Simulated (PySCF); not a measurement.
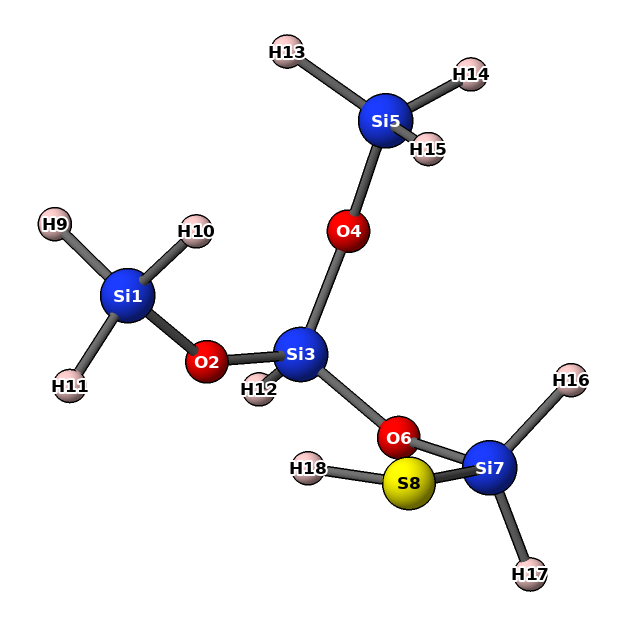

The questions are on isotropic NMR shieldings of the O atoms. The geometry was computed by an optimisation with GFN2-xTB. No frequency run is at hand to confirm it as a minimum. Properties computed with GIAO PBE0/pcSseg-1 NMR shielding, non-relativistic, gas phase (PySCF 2.14.0).

List the isotropic NMR shieldings of the O atoms.

```csv
atom,σ (ppm)
O2,281.9
O4,282.3
O6,254.0
```

The geometry is semi-empirical. Around Si such bond lengths and angles can be off by a tenth of an ångström or more and by several degrees, and values that hang on the shape move with them.
